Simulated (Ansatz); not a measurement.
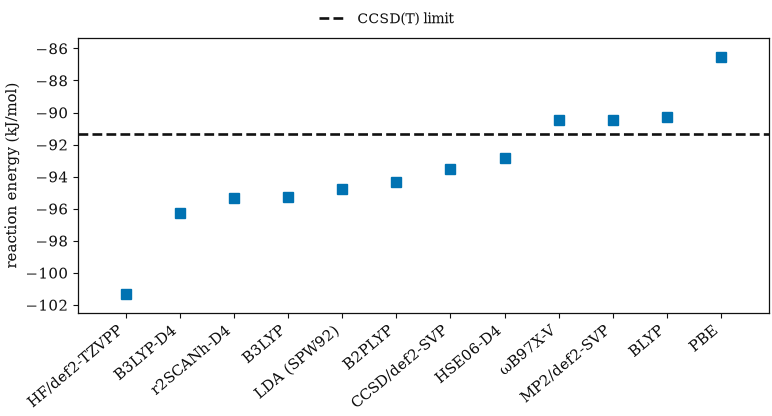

Electronic reaction energy of InSiH₅O₃ ([OH][In]([OH])[O][SiH3]) + AlH₂SOCl ([OH][Al]([SH])[Cl]) → InSiH₅SO₂ ([OH][In]([SH])[O][SiH3]) + AlH₂O₂Cl ([OH][Al]([OH])[Cl]) (SMILES in brackets) at several levels (functionals in def2-TZVPP unless a basis is named), isolated molecules at PBE0-D4 triple-zeta geometries, minima by their frequencies, no zero-point or thermal terms, the Ansatz code 0.2.0. The line is frozen-core CCSD(T) at the basis limit (MP2 extrapolated from triple and quadruple zeta, plus CCSD(T) less MP2 in a smaller set). B2PLYP holds a correlation term that converges slowly with the basis, so part of the distance to the limit is basis error. No dispersion term is added to B3LYP, B2PLYP, BLYP and PBE. The distance of CCSD/def2-SVP and MP2/def2-SVP to the limit includes basis error. Core potentials past Kr.

Q: Which level comes closest to the line (CCSD(T) limit), and which misses most?

A: Closest ωB97X-V (−90.5 kJ/mol) and MP2/def2-SVP (−90.5 kJ/mol), against −91.4 kJ/mol; farthest HF/def2-TZVPP (−101.3 kJ/mol).

Q: Give the values.

A:
| level | kJ/mol | less CCSD(T) limit |
| --- | --- | --- |
| HF/def2-TZVPP | −101.3 | −10.0 |
| B3LYP-D4 | −96.3 | −4.9 |
| r2SCANh-D4 | −95.4 | −4.0 |
| B3LYP | −95.3 | −3.9 |
| LDA (SPW92) | −94.8 | −3.4 |
| B2PLYP | −94.4 | −3.0 |
| CCSD/def2-SVP | −93.5 | −2.2 |
| HSE06-D4 | −92.8 | −1.5 |
| ωB97X-V | −90.5 | 0.9 |
| MP2/def2-SVP | −90.5 | 0.9 |
| BLYP | −90.3 | 1.1 |
| PBE | −86.5 | 4.8 |
| CCSD(T) limit | −91.4 | 0.0 |

Note: outer-core shells are correlated without core-valence functions, which makes the correlated values less sure; spin-orbit coupling is left out, and with In it can shift these values; one conformer of each flexible molecule.
